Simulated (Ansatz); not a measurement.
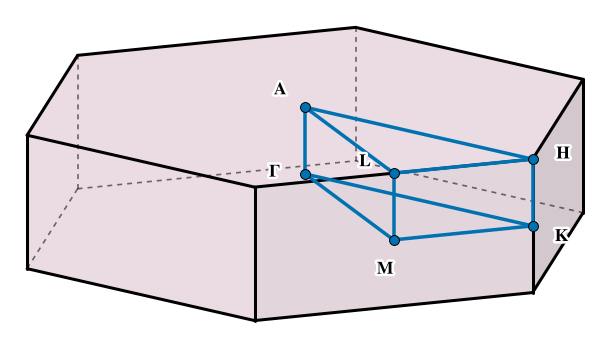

For La, coordinates from a relaxation with DFT, PBE, plane waves (420 eV) with PAW, scalar-relativistic in Ansatz 0.2.0: the figure shows the first Brillouin zone with its special points and a band path. Geometry calculated from the standardised cell; symmetry tolerance 0.002 Å.

Labels and path follow the convention of Hinuma et al. (2017), as computed by seekpath.

Name the Bravais lattice of the crystal.

Answer. A primitive hexagonal lattice (hP; extended symbol hP2). The zone is a hexagonal prism in its combinatorial type: 8 faces (6 with 4 edges, 2 with 6 edges), 18 edges, 12 vertices.

In which order does the conventional band path visit the special points?

Answer. Γ–M–K–Γ–A–L–H–A | L–M | H–K
